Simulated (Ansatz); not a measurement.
# CaTl2O4: a short molecular-dynamics run

What does CaTl2O4 do over 20 steps of 1.5 fs under a Langevin thermostat at 900 K? The cell is a randomly packed cell of 14 atoms, taken as it stands, without a relaxation.

Method: DFT PBE, plane waves, PAW, scalar-relativistic, no spin polarisation, in Ansatz 0.2.0.

## Step 1: Starting point

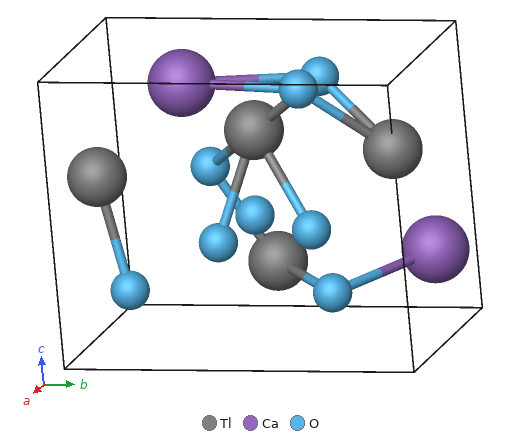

Start, viewed slightly off an axis; thallium grey, calcium purple, oxygen blue. Each atom of the cell is drawn once.

Coordinates:

```cif
data_structure
_symmetry_space_group_name_H-M 'P 1'
_symmetry_Int_Tables_number 1
_cell_length_a 5.1401
_cell_length_b 6.9840
_cell_length_c 6.7478
_cell_angle_alpha 96.875
_cell_angle_beta 72.718
_cell_angle_gamma 108.758
_cell_volume 218.94
loop_
_atom_site_label
_atom_site_type_symbol
_atom_site_fract_x
_atom_site_fract_y
_atom_site_fract_z
_atom_site_occupancy
Tl1 Tl 0.52709 0.02849 0.54861 1
Tl2 Tl 0.32030 0.44607 0.66996 1
Tl3 Tl 0.12298 0.43886 0.16951 1
Tl4 Tl 0.92310 0.96635 0.74548 1
Ca1 Ca 0.67273 0.32631 0.91250 1
Ca2 Ca 0.17191 0.90246 0.22594 1
O1 O 0.00938 0.24522 0.47093 1
O2 O 0.67159 0.65898 0.40362 1
O3 O 0.57855 0.68289 0.16374 1
O4 O 0.72265 0.13484 0.19863 1
O5 O 0.48933 0.35024 0.31443 1
O6 O 0.94116 0.55841 0.51494 1
O7 O 0.52253 0.69075 0.90565 1
O8 O 0.91679 0.71036 0.95041 1
```

## Step 2: The run

input.yaml reads:

```yaml
crystal:
  lattice:
    - [4.774814, -1.509939, 1.158562]
    - [-0.182398, 6.980665, -0.11469]
    - [0.312855, -0.689767, 6.705204]
  atoms:
    - { symbol: Tl, position: [0.527094, 0.028486, 0.548606] }
    - { symbol: Tl, position: [0.320301, 0.44607, 0.669959] }
    - { symbol: Tl, position: [0.122981, 0.438859, 0.169513] }
    - { symbol: Tl, position: [0.923096, 0.966346, 0.745479] }
    - { symbol: Ca, position: [0.672727, 0.326306, 0.912497] }
    - { symbol: Ca, position: [0.171906, 0.902462, 0.225938] }
    - { symbol: O, position: [0.009385, 0.245222, 0.470926] }
    - { symbol: O, position: [0.671594, 0.658983, 0.40362] }
    - { symbol: O, position: [0.578554, 0.682888, 0.163742] }
    - { symbol: O, position: [0.722651, 0.134845, 0.19863] }
    - { symbol: O, position: [0.489326, 0.350238, 0.314427] }
    - { symbol: O, position: [0.941161, 0.558414, 0.514936] }
    - { symbol: O, position: [0.522525, 0.690754, 0.905649] }
    - { symbol: O, position: [0.916793, 0.71036, 0.950405] }
kpoints:
  mp_grid: { grid: [3, 2, 3] }
magnetization:
  spin_polarized: false
scf:
  occupations: { method: gaussian, width: 0.1 }
hamiltonian:
  pseudopotentials: { kind: paw }
  xc: pbe
basis:
  ecutwfc: 420
md:
  timestep: 1.5
  n_steps: 20
  ensemble: nvt_langevin
  temperature: 900.0
  initial_velocities: maxwell_boltzmann
  seed: 376995
```

The run is started by

```sh
ansatz run input.yaml --threads 2 --pin off --max-ram 2560MiB --backend cpu --events-out ev --progress --plain --runs-dir out
```

Output, shortened:

```text
Warning: md: disabling space-group detection — thermal motion breaks the input geometry's symmetry, so no spatial operation reduces the k-mesh or symmetrises the density; time reversal is kept, so that k and −k are solved as one point where they differ and the mesh holds both, and exact [...]
Warning: RAYON_NUM_THREADS=2 ignored (pool sized by the plan → 2); use --threads N
[...]
Pseudopotentials: kind: paw
Pseudopotential: Tl, paw, valence charge 13, recommended cutoff 420 eV (normal), Tl.paw.azcp
Pseudopotential: Ca, paw, valence charge 10, recommended cutoff 420 eV (normal), Ca.paw.azcp
Pseudopotential: O, paw, valence charge 6, recommended cutoff 420 eV (normal), O.paw.azcp
Functional definition: PBE
[...]
Crystal: 14 atoms, lattice volume = 218.939 Å³
Basis set: ecut = 420 eV, 4299 PW (Γ), exchange–correlation on 72×96×96 points (8 copies of the dense FFT grid, shifted against one another)
Bands: 74, of which v1, the nominal top of the filled ones, is band 60 counted from 1 (59 counted from 0)
Symmetry: 1 space group operations
k-points: 10 of 18 (time reversal used)
[...]
SCF iter   1: F=—  HF=-53930.839013 eV  |F-HF|=—  |Δ(HF+E_count)|=         —  Δρ=1.15e-2  dr2=2.08e-1  ethr=1.77e-3  ⟨swp⟩=7.6  Hψ=3099  notcnv=0  defer=13
[...]
md step     0: t =     0.00 fs  T =   835.7 K  F+E_penalty+E_count = -53930.81753006 eV  E_kin = 1.512342 eV  (10 SCF iters)
[...]
md step     5: t =     7.50 fs  T =  1388.5 K  F+E_penalty+E_count = -53931.66256381 eV  E_kin = 2.512741 eV  (7 SCF iters)
[...]
md step    10: t =    15.00 fs  T =  2093.1 K  F+E_penalty+E_count = -53933.20979246 eV  E_kin = 3.787740 eV  (10 SCF iters)
[...]
md step    15: t =    22.50 fs  T =  2867.3 K  F+E_penalty+E_count = -53934.83867760 eV  E_kin = 5.188730 eV  (8 SCF iters)
[...]
md step    19: t =    28.50 fs  T =  3294.2 K  F+E_penalty+E_count = -53935.98789168 eV  E_kin = 5.961301 eV  (8 SCF iters)
[...]
md step    20: t =    30.00 fs  T =  3459.5 K  F+E_penalty+E_count = -53936.19426594 eV  E_kin = 6.260420 eV  (13 SCF iters)
SCF converged after 13 iterations
Free energy (F): -53936.194266 eV
[...]
E sigma→0 (E₀):  -53936.172727 eV
Entropy (-TS):   -0.043078 eV (-3.077 meV/atom)
Fermi energy:    8.633259 eV
[...]
--- Forces (eV/Å), atoms counted from 1 ---
  atom   1  Tl     0.61463497    -0.31327780    -0.86760355
  atom   2  Tl     0.52313241     1.59233211    -1.07994875
  atom   3  Tl    -0.64022525    -0.32282888     1.81342719
  atom   4  Tl    -0.81007245    -2.22472333     1.16660670
  atom   5  Ca     1.65404230     1.21548316    -0.03501903
  atom   6  Ca    -0.21081524    -0.76716909    -0.40476389
  atom   7  O     -0.81572482    -0.43055686     0.10241672
  atom   8  O     -1.82194561     1.27634839    -0.68592117
[...]
--- MD trajectory: 20 steps, t = 0.0 → 30.0 fs ---
  final state: T = 3459.5 K   F+E_penalty+E_count = -53936.19426594 eV   E_kin = 6.260420 eV
```

It took 4.4 min on 2 threads of Arm Neoverse N1, shared host; peak memory 0.64 GiB.

## Step 3: Frames and traces

One step in 2; energies are changes from step 0; msd is the mean square displacement from the start, the centre of mass held:

```
time (fs)  T (K)  potential energy change (meV/atom)  msd O (Å²)  msd Ca (Å²)  msd Tl (Å²)
      0.0    836                                 0.0       0.000        0.000        0.000
      3.0   1012                               -15.2       0.001        0.000        0.000
      6.0   1197                               -42.7       0.006        0.002        0.000
      9.0   1509                               -80.3       0.016        0.004        0.001
     12.0   1882                              -123.9       0.034        0.006        0.001
     15.0   2093                              -170.9       0.061        0.008        0.002
     18.0   2703                              -218.6       0.100        0.012        0.003
     21.0   2759                              -264.7       0.151        0.017        0.003
     24.0   2954                              -309.4       0.213        0.024        0.004
     27.0   3197                              -351.0       0.287        0.034        0.005
     30.0   3459                              -384.1       0.373        0.047        0.006
```

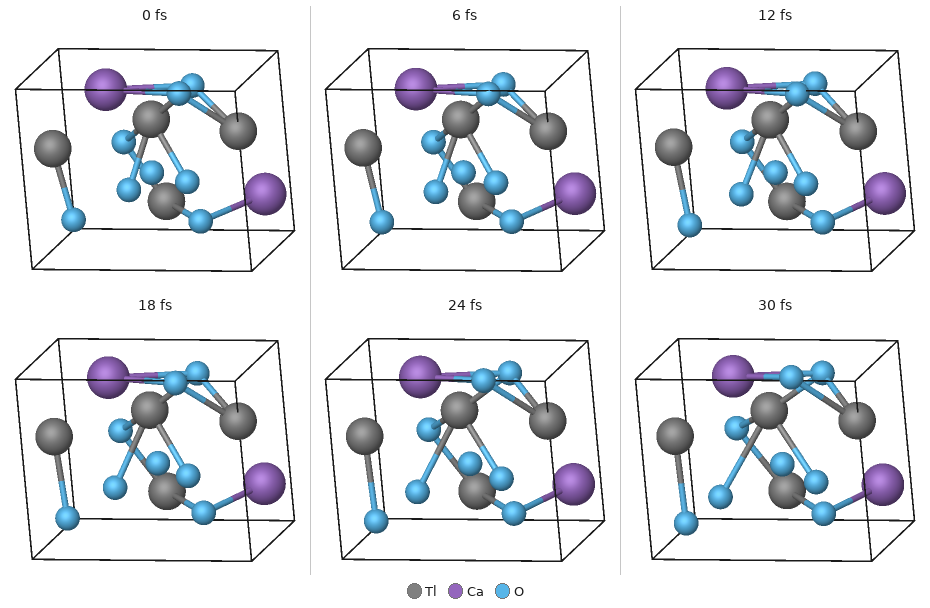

The system at six times, viewed slightly off an axis. Each atom of the cell is drawn once. Atoms are followed across the cell's faces. Sticks are the contacts of the first frame, kept unless stretched by 40 %.

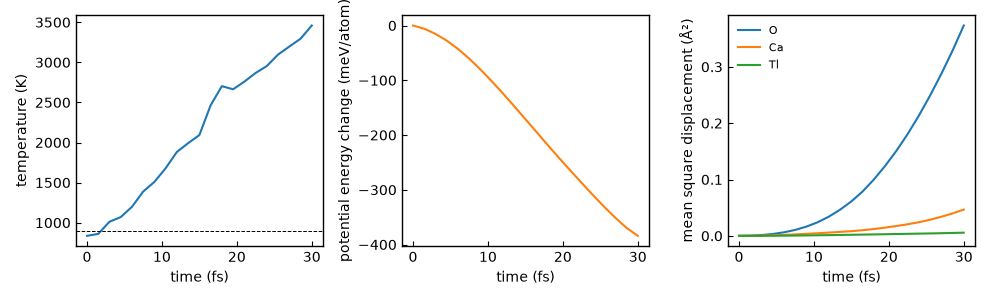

Traces against time; each panel has its own scale. The dashed line is the set temperature.

## Step 4: Frames from the trajectory

Extended XYZ, with forces in eV/Å:

```xyz
14
Lattice="4.775 -1.510 1.159 -0.182 6.981 -0.115 0.313 -0.690 6.705" Properties=species:S:1:pos:R:3:forces:R:3 pbc="T T T" time_fs=4.5 T=1069 dE=-0.3857
Tl    2.678   -0.966    4.305    1.056    0.008   -1.316
Tl    1.656    2.157    4.803    0.450    1.114   -1.253
Tl    0.562    2.767    1.228   -1.083   -0.493    1.665
Tl    4.463    4.839    5.951   -0.633   -1.768    1.316
Ca    3.418    0.637    6.862    0.842    1.726    1.569
Ca    0.755    5.877    1.637   -0.579   -0.263   -0.749
O     0.170    1.367    3.149   -0.881   -1.127    0.833
O     3.242    3.273    3.401    0.812    2.188    0.267
O     2.740    3.803    1.712    0.714    0.110    0.021
O     3.513   -0.326    2.106   -0.767   -0.191   -1.525
O     2.338    1.425    2.568    0.225   -2.094   -1.611
O     4.563    2.159    4.486    0.336    0.957   -0.224
O     2.604    3.432    6.603   -1.851    0.795   -1.000
O     4.577    2.905    7.357    1.359   -0.963    2.006
14
Lattice="4.775 -1.510 1.159 -0.182 6.981 -0.115 0.313 -0.690 6.705" Properties=species:S:1:pos:R:3:forces:R:3 pbc="T T T" time_fs=9.0 T=1509 dE=-1.1246
Tl    2.672   -0.956    4.323    1.111    0.007   -1.409
Tl    1.658    2.145    4.796    0.519    1.226   -1.303
Tl    0.565    2.773    1.227   -1.033   -0.524    1.656
Tl    4.459    4.839    5.947   -0.777   -1.937    1.496
Ca    3.395    0.651    6.874    0.923    1.600    1.618
Ca    0.777    5.872    1.658   -0.541   -0.102   -0.828
O     0.184    1.345    3.159   -0.881   -1.046    0.676
O     3.280    3.254    3.398    0.768    2.116    0.181
O     2.800    3.827    1.728    1.193   -0.201   -0.178
O     3.525   -0.368    2.040   -0.637    0.140   -1.261
O     2.306    1.334    2.487   -0.025   -2.185   -1.668
O     4.575    2.201    4.497    0.432    0.965   -0.368
O     2.538    3.467    6.593   -1.485    0.661   -0.754
O     4.634    2.879    7.384    0.433   -0.720    2.141
14
Lattice="4.775 -1.510 1.159 -0.182 6.981 -0.115 0.313 -0.690 6.705" Properties=species:S:1:pos:R:3:forces:R:3 pbc="T T T" time_fs=13.5 T=1992 dE=-2.0626
Tl    2.668   -0.945    4.339    1.093   -0.034   -1.466
Tl    1.663    2.133    4.791    0.593    1.326   -1.321
Tl    0.568    2.778    1.228   -0.934   -0.503    1.688
Tl    4.455    4.836    5.945   -0.881   -2.083    1.641
Ca    3.377    0.678    6.882    1.035    1.446    1.564
Ca    0.793    5.866    1.667   -0.483    0.035   -0.870
O     0.195    1.307    3.183   -0.891   -0.897    0.468
O     3.329    3.271    3.385    0.420    1.883   -0.226
O     2.862    3.852    1.747    1.295   -0.571   -0.062
O     3.540   -0.420    1.961   -0.506    0.513   -1.017
O     2.270    1.214    2.394   -0.107   -1.954   -1.488
O     4.590    2.256    4.499    0.679    0.741   -0.308
O     2.463    3.518    6.566   -0.941    0.545   -0.621
O     4.714    2.840    7.429   -0.372   -0.447    2.017
14
Lattice="4.775 -1.510 1.159 -0.182 6.981 -0.115 0.313 -0.690 6.705" Properties=species:S:1:pos:R:3:forces:R:3 pbc="T T T" time_fs=16.5 T=2464 dE=-2.7248
Tl    2.665   -0.936    4.347    1.052   -0.079   -1.449
Tl    1.665    2.126    4.788    0.621    1.362   -1.318
Tl    0.568    2.778    1.230   -0.879   -0.450    1.721
Tl    4.451    4.833    5.946   -0.923   -2.134    1.662
Ca    3.365    0.702    6.888    1.137    1.336    1.427
Ca    0.801    5.862    1.667   -0.430    0.083   -0.859
O     0.195    1.279    3.200   -0.903   -0.788    0.356
O     3.366    3.306    3.373    0.089    1.685   -0.573
O     2.903    3.865    1.760    1.260   -0.779    0.061
O     3.546   -0.456    1.908   -0.494    0.727   -0.873
O     2.249    1.118    2.320   -0.029   -1.685   -1.281
O     4.603    2.294    4.494    0.884    0.505   -0.165
O     2.409    3.555    6.541   -0.637    0.504   -0.600
O     4.759    2.809    7.473   -0.747   -0.289    1.891
14
Lattice="4.775 -1.510 1.159 -0.182 6.981 -0.115 0.313 -0.690 6.705" Properties=species:S:1:pos:R:3:forces:R:3 pbc="T T T" time_fs=21.0 T=2759 dE=-3.7064
Tl    2.663   -0.923    4.356    0.969   -0.163   -1.331
Tl    1.675    2.118    4.785    0.590    1.415   -1.291
Tl    0.570    2.780    1.237   -0.821   -0.386    1.776
Tl    4.444    4.826    5.948   -0.934   -2.159    1.573
Ca    3.349    0.747    6.897    1.331    1.192    1.074
Ca    0.820    5.847    1.662   -0.326    0.061   -0.804
O     0.183    1.241    3.223   -0.900   -0.654    0.236
O     3.428    3.377    3.335   -0.527    1.556   -1.152
O     2.983    3.874    1.785    1.076   -1.013    0.338
O     3.548   -0.501    1.825   -0.645    1.024   -0.703
O     2.226    0.944    2.197    0.215   -1.291   -0.856
O     4.631    2.345    4.490    1.238    0.067    0.203
O     2.326    3.615    6.506   -0.205    0.482   -0.610
O     4.818    2.763    7.561   -1.061   -0.132    1.548
14
Lattice="4.775 -1.510 1.159 -0.182 6.981 -0.115 0.313 -0.690 6.705" Properties=species:S:1:pos:R:3:forces:R:3 pbc="T T T" time_fs=25.5 T=3097 dE=-4.6304
Tl    2.664   -0.913    4.363    0.824   -0.252   -1.123
Tl    1.683    2.112    4.781    0.547    1.503   -1.215
Tl    0.568    2.782    1.250   -0.741   -0.323    1.803
Tl    4.438    4.815    5.952   -0.883   -2.181    1.380
Ca    3.345    0.800    6.914    1.512    1.156    0.535
Ca    0.841    5.829    1.658   -0.259   -0.214   -0.671
O     0.167    1.196    3.249   -0.876   -0.560    0.176
O     3.476    3.469    3.282   -1.256    1.565   -1.569
O     3.066    3.877    1.818    0.672   -1.128    0.775
O     3.536   -0.515    1.747   -0.974    1.302   -0.535
O     2.218    0.768    2.065    0.685   -0.891   -0.333
O     4.668    2.399    4.498    1.525   -0.351    0.544
O     2.252    3.682    6.471    0.241    0.462   -0.600
O     4.866    2.714    7.665   -1.016   -0.088    0.833
14
Lattice="4.775 -1.510 1.159 -0.182 6.981 -0.115 0.313 -0.690 6.705" Properties=species:S:1:pos:R:3:forces:R:3 pbc="T T T" time_fs=30.0 T=3459 dE=-5.3767
Tl    2.669   -0.902    4.369    0.615   -0.313   -0.868
Tl    1.687    2.105    4.773    0.523    1.592   -1.080
Tl    0.562    2.782    1.262   -0.640   -0.323    1.813
Tl    4.432    4.801    5.960   -0.810   -2.225    1.167
Ca    3.353    0.867    6.937    1.654    1.215   -0.035
Ca    0.863    5.809    1.660   -0.211   -0.767   -0.405
O     0.151    1.145    3.283   -0.816   -0.431    0.102
O     3.515    3.584    3.210   -1.822    1.276   -0.686
O     3.158    3.864    1.862   -0.145   -0.854    0.438
O     3.509   -0.511    1.677   -1.175    1.431   -0.324
O     2.224    0.606    1.928    1.308   -0.177    0.137
O     4.721    2.452    4.516    1.601   -0.591    0.643
O     2.194    3.746    6.440    0.748    0.344   -0.578
O     4.914    2.657    7.782   -0.830   -0.179   -0.326
```

## Step 5: Outcome

| quantity | value |
| --- | --- |
| length | 20 steps of 1.5 fs |
| temperature, first and last step | 836 and 3459 K |
| temperature, second half | mean 2868 K, from 2093 to 3459 K |
| potential energy, second half | -284 meV/atom from the start |
| mean square displacement, second half | O 0.195, Ca 0.023, Tl 0.004 Å² |

In words: Against a set 900 K the second half averages 2868 K, going from 2093 to 3459 K over that half; the potential energy of that half lies 284 meV/atom under the start, so the atoms have moved to lower-lying arrangements, and the energy set free heats the cell. Over the second half O atoms stand 0.4 Å (root mean square) from where they began, and the farthest move is 1.1 Å. Averages from a run of 30 fs with 14 atoms are rough. The k-mesh is coarse for this cell.
